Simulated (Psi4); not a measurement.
# GaH2O2F (SMILES [OH][Ga]([OH])[F]): B3LYP/6-31G(d) (spherical functions)

Aim: the vertical ionisation energy of GaH2O2F at B3LYP/6-31G* (spherical functions), from 2 runs. 

The results are computed with Psi4 1.11.

1 further run of the same task is left out (it didn't finish). Runs told in other sessions of the task aren't counted.

**1. The system as given**

The species is GaH2O2F (6 atoms), meant as a singlet with charge 0. SMILES: `[OH][Ga]([OH])[F]`. The shape is that of a PBE0-D4/def2-TZVP optimisation. This is one conformer, not always the lowest.

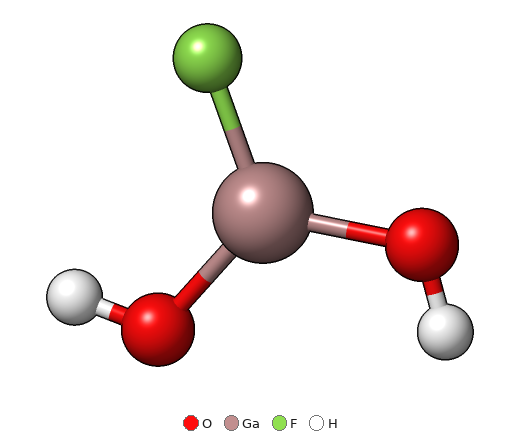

The structure, seen from a chosen angle (oxygen red, gallium pink, fluorine green, hydrogen white).

**2. A single-point energy at B3LYP/6-31G(d) (spherical functions)**

Input file fgah2o2.xyz:

```xyz
6
FGaH2O2
O     -0.297200     1.351000    -0.574800
Ga    -0.068200    -0.342400    -0.117600
O      0.794400    -0.842300     1.335300
F     -0.722600    -1.588800    -1.144800
H     -0.788800     1.459000    -1.392800
H      1.124200    -0.100400     1.848500
```

Input file job.py:

```python
import psi4

psi4.set_memory('2200 MB')
psi4.set_num_threads(1)
psi4.set_output_file('fgah2o2.out', False)

with open('fgah2o2.xyz') as f:
    atoms = ''.join(f.readlines()[2:])
geom = psi4.geometry('0 1\n' + atoms + 'symmetry c1\nno_reorient\nno_com')

options = {'basis': '6-31G*', 'puream': True, 'e_convergence': 1e-09, 'd_convergence': 1e-08, 'scf_type': 'pk', 'dft_radial_points': 99, 'dft_spherical_points': 590}
psi4.set_options(options)

E = psi4.energy("b3lyp")
print(f'b3lyp energy: {E:.10f} Eh')
for k, v in sorted(psi4.core.scalar_variables().items()):
    print(f'{k:45s} {v:18.10f}')
```

Run with:

```
$ python job.py
```

fgah2o2.out:

```text
[...]
  Running in c1 symmetry.
[...]
  Nuclear repulsion =  297.914371308642558
[...]
  Multiplicity = 1
[...]
  Nalpha       = 29
  Nbeta        = 29
[...]
    Number of basis functions: 78
[...]
   @RKS iter   1: -2174.37858903431334   -1.85557e+00   3.81455e-02 ADIIS/DIIS
[...]
   @RKS iter  13: -2176.18675263420573   -5.00222e-12   2.22003e-09 DIIS
[...]
    Orbital Energies [Eh]
    ---------------------
    Doubly Occupied:
       1A   -372.584112     2A    -45.975524     3A    -40.733779
       4A    -40.728652     5A    -40.728183     6A    -24.656927
       7A    -19.158977     8A    -19.158728     9A     -5.555884
      10A     -3.844636    11A     -3.835438    12A     -3.834314
      13A     -1.133756    14A     -1.009046    15A     -1.001931
      16A     -0.874043    17A     -0.873271    18A     -0.870252
      19A     -0.860942    20A     -0.859019    21A     -0.527594
      22A     -0.493602    23A     -0.437923    24A     -0.389435
      25A     -0.385362    26A     -0.366501    27A     -0.343944
      28A     -0.338946    29A     -0.319809
[...]
  @RKS Final Energy: -2176.18675263420573
   => Energetics <=
    Nuclear Repulsion Energy =            297.9143713086425578
    One-Electron Energy =               -3625.4389960335738579
    Two-Electron Energy =                1234.8032066577536625
    DFT Exchange-Correlation Energy =     -83.4653345670278384
    Empirical Dispersion Energy =           0.0000000000000000
    VV10 Nonlocal Energy =                  0.0000000000000000
    Total Energy =                      -2176.1867526342057317
[...]
 Multipole Moments:
 ------------------------------------------------------------------------------------
     Multipole            Electronic (a.u.)      Nuclear  (a.u.)        Total (a.u.)
 ------------------------------------------------------------------------------------
 L = 1.  Multiply by 2.5417464519 to convert [e a0] to [Debye]
 Dipole X            :          8.1613316           -8.1345151            0.0268165
 Dipole Y            :         37.5913740          -36.8220694            0.7693046
 Dipole Z            :         14.0114169          -14.0011698            0.0102470
 Magnitude           :                                                    0.7698400
[...]
```

The script printed:

```text
b3lyp energy: -2176.1867526342 Eh
CURRENT ENERGY                                  -2176.1867526342
CURRENT REFERENCE ENERGY                        -2176.1867526342
DD SOLVATION ENERGY                                 0.0000000000
DFT FUNCTIONAL TOTAL ENERGY                     -2176.1867526342
DFT TOTAL ENERGY                                -2176.1867526342
DFT VV10 ENERGY                                     0.0000000000
DFT XC ENERGY                                     -83.4653345670
GRID ELECTRONS ALPHA                               29.0000004172
GRID ELECTRONS BETA                                29.0000004172
GRID ELECTRONS TOTAL                               58.0000008345
NUCLEAR REPULSION ENERGY                          297.9143713086
ONE-ELECTRON ENERGY                             -3625.4389960336
PCM POLARIZATION ENERGY                             0.0000000000
PE ENERGY                                           0.0000000000
SCF ITERATION ENERGY                            -2176.1867526342
SCF ITERATIONS                                     13.0000000000
SCF TOTAL ENERGY                                -2176.1867526342
TWO-ELECTRON ENERGY                              1234.8032066578
XC GRID RADIAL POINTS                              99.0000000000
XC GRID SPHERICAL POINTS                          590.0000000000
XC GRID TOTAL POINTS                           337324.0000000000
```

Run time: 13 s. Hardware: 1 thread of Intel Xeon Platinum 8375C at 2.90GHz (Ice Lake), shared host; peak memory 0.87 GiB.

**3. The doublet cation, same level**

Input file fgah2o2.json:

```json
{
 "schema_name": "qcschema_input",
 "schema_version": 1,
 "molecule": {
  "schema_name": "qcschema_molecule",
  "schema_version": 2,
  "symbols": ["O", "Ga", "O", "F", "H", "H"],
  "geometry": [-0.5616266, 2.55301999, -1.08621458, -0.12887932, -0.64704223, -0.22223179, 1.50119843, -1.59171631, 2.52335129, -1.3655161, -3.00239687, -2.16335847, -1.49061597, 2.75711042, -2.63201055, 2.12443011, -0.1897285, 3.49315874],
  "molecular_charge": 1,
  "molecular_multiplicity": 2,
  "fix_symmetry": "c1",
  "fix_com": true,
  "fix_orientation": true
 },
 "driver": "energy",
 "model": {
  "method": "b3lyp",
  "basis": "6-31G*"
 },
 "keywords": {
  "reference": "uks",
  "puream": true,
  "e_convergence": 1e-09,
  "d_convergence": 1e-08,
  "scf_type": "pk",
  "dft_radial_points": 99,
  "dft_spherical_points": 590,
  "maxiter": 100,
  "scf_properties": ["DIPOLE", "MULLIKEN_CHARGES", "QUADRUPOLE"]
 }
}
```

Run with:

```
$ psi4 --qcschema fgah2o2.json -n 1 --memory 2200MB
```

stdout (excerpt; [...] marks lines left out):

```text
[...]
  Running in c1 symmetry.
[...]
  Nuclear repulsion =  297.914371546032044
[...]
  Multiplicity = 2
[...]
  Nalpha       = 29
  Nbeta        = 28
[...]
    Number of basis functions: 78
[...]
   @UKS iter   1: -2174.02321408548005   -1.50019e+00   3.77985e-02 DIIS/ADIIS
[...]
   @UKS iter  18: -2175.76370791410818   -5.00222e-12   7.50624e-09 DIIS
[...]
   @S^2 Observed:                7.654759494E-01
[...]
  @UKS Final Energy: -2175.76370791410818
   => Energetics <=
    Nuclear Repulsion Energy =            297.9143715460320436
    One-Electron Energy =               -3609.2896175554706133
    Two-Electron Energy =                1218.7514056702893868
    DFT Exchange-Correlation Energy =     -83.1398675749591121
    Empirical Dispersion Energy =           0.0000000000000000
    VV10 Nonlocal Energy =                  0.0000000000000000
    Total Energy =                      -2175.7637079141081813
  UHF NO Occupations:
  HONO-2 :   27  A 1.9997063
  HONO-1 :   28  A 1.9930663
[...]
 Multipole Moments:
 ------------------------------------------------------------------------------------
     Multipole            Electronic (a.u.)      Nuclear  (a.u.)        Total (a.u.)
 ------------------------------------------------------------------------------------
 L = 1.  Multiply by 2.5417464519 to convert [e a0] to [Debye]
 Dipole X            :          8.3935961           -8.1345150            0.2590811
 Dipole Y            :         37.7710650          -36.8220696            0.9489954
 Dipole Z            :         14.3502311          -14.0011698            0.3490613
 Magnitude           :                                                    1.0438194
 L = 2.  Multiply by 1.3450342976 to convert [e a0^2] to [Debye ang]
 Quadrupole XX       :        -62.9465827           44.5839228          -18.3626598
 Quadrupole XY       :         -6.2675721            4.3840272           -1.8835449
[...]
  Mulliken Charges: (a.u.)
   Center  Symbol    Alpha    Beta     Spin     Total
       1     O     4.49641  3.93534  0.56107 -0.43175
       2    GA    14.88432 14.96605 -0.08173  1.14963
       3     O     4.48548  3.92692  0.55856 -0.41240
       4     F     4.66865  4.67758 -0.00893 -0.34623
       5     H     0.23052  0.24505 -0.01453  0.52443
       6     H     0.23462  0.24906 -0.01444  0.51632
   Total alpha = 29.00000, Total beta = 28.00000, Total charge =  1.00000
[...]
```

The result, in JSON:

```text
{
 "driver": "energy",
 "model": {
  "method": "b3lyp",
  "basis": "6-31G*"
 },
 "success": true,
 "return_result": -2175.763707914108,
 "properties": {
  "calcinfo_nbasis": 78,
  "calcinfo_nmo": 78,
  "calcinfo_nalpha": 29,
  "calcinfo_nbeta": 28,
  "calcinfo_natom": 6,
  "nuclear_repulsion_energy": 297.91437154603204,
  "return_energy": -2175.763707914108,
  "scf_one_electron_energy": -3609.2896175554706,
  "scf_two_electron_energy": 1218.7514056702894,
  "scf_xc_energy": -83.13986757495911,
  "scf_dipole_moment": [0.2590811075414923, 0.9489953550194627, 0.3490612861736331],
  "scf_total_energy": -2175.763707914108,
  "scf_iterations": 18
 }
}
```

It took 24 s on 1 thread of Intel Xeon Platinum 8375C at 2.90GHz (Ice Lake), shared host; peak memory 0.87 GiB.

**4. Summary of results**

Level: B3LYP/6-31G* (spherical functions).

| quantity | value |
| --- | --- |
| singlet GaH2O2F: total energy | -2176.18675 Eh |
| singlet GaH2O2F: dipole moment | 1.96 D |
| singlet GaH2O2F: HOMO energy | -8.70 eV |
| singlet GaH2O2F: LUMO energy | -1.63 eV |
| singlet GaH2O2F: HOMO–LUMO gap | 7.08 eV |
| doublet cation: total energy | -2175.76371 Eh |
| doublet cation: HOMO energy (highest over α and β) | -15.64 eV |
| doublet cation: LUMO energy (lowest over α and β) | -14.35 eV |
| doublet cation: ⟨S²⟩ | 0.765 |
| vertical ionisation energy (to the doublet cation) | 11.512 eV |

What this shows: The vertical ionisation energy comes to 11.51 eV (265 kcal/mol). −ε(HOMO) before ionisation, 8.70 eV, is 2.81 eV below this ionisation energy. With no_com the log's rotational constants are taken about the origin, not the centre of mass, so they aren't the molecule's.
